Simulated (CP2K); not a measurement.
Consider vinylsilane at its PBE geometry (Å).

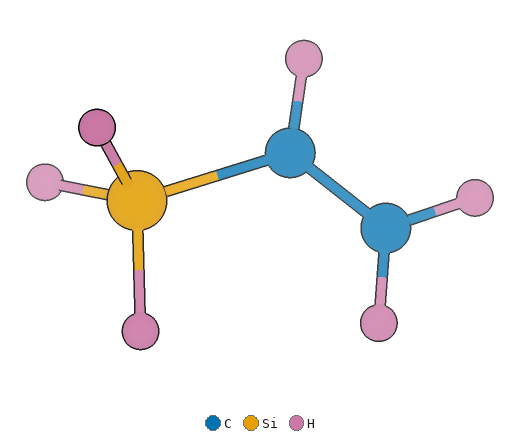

The molecule (carbon blue, silicon orange, hydrogen pink).

```xyz
9

C     1.5104   -0.1403   -0.3387
C     0.5035    0.1005    0.5158
Si   -1.2898    0.0569    0.0228
H     1.3299   -0.3817   -1.3893
H     2.5568   -0.1072   -0.0248
H     0.7593    0.3367    1.5550
H    -2.0384   -0.9600    0.8198
H    -1.3889   -0.2824   -1.4260
H    -1.9429    1.3776    0.2654
```

Method: CP2K XAS_TDP, all-electron GAPW, PBEh(45%), aug-pc-1, TDA, no relativity.

Q: Where do the C K-edge lines lie, and how strong are they?

Leading lines: C1 280.43 eV and C2 280.33 eV. The leading line of an atom is its first one with 35 % of the strongest within 2.5 eV of its lowest line over the strength cut. 

The first six lines of each atom with a strength over 0.0015:

| atom | energy (eV) | states | strength, one atom |
| --- | --- | --- | --- |
| C1 (bonded to C and 2 H) | 280.43 | 1 | 0.0565 |
|  | 284.06 | 1 | 0.0057 |
|  | 284.60 | 1 | 0.0193 |
|  | 285.27 | 1 | 0.0034 |
|  | 285.62 | 1 | 0.0031 |
|  | 286.33 | 2 | 0.0040 |
| C2 (bonded to C, Si and H) | 280.33 | 1 | 0.0490 |
|  | 283.66 | 1 | 0.0069 |
|  | 284.23 | 1 | 0.0198 |
|  | 284.48 | 1 | 0.0025 |
|  | 284.85 | 1 | 0.0034 |
|  | 285.67 | 1 | 0.0026 |

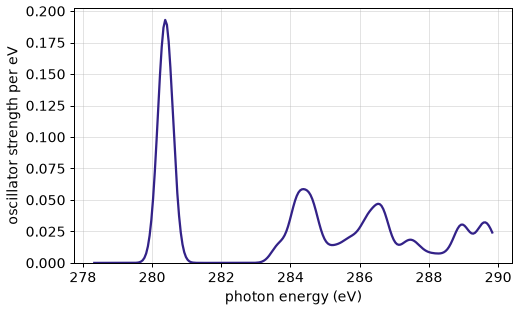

All atoms added, broadened by 0.5 eV.

Lines are vertical, at one geometry, with no vibrational structure. Without a correction of the core level, line positions, and the gaps between valence and Rydberg lines, follow the share of exact exchange. At this level such K lines come out 3 to 6 eV under measured ones. These values hold no scalar relativity, about 0.1 eV for C 1s. Rydberg lines, and the discretised continuum above threshold, depend on the basis and the box.

[Banner, clock and machine lines of the logs are left out without a mark of their own.]

[Logs are printed without paths, hosts, clocks, repeated set-up lines and the standing remarks that a program may print on its own settings, such as how far it seeks lower states.]

[Hosts, paths, dates, database ids (printed as entryN), source tags and the programs' standing remarks are cut or masked in the printed files.]
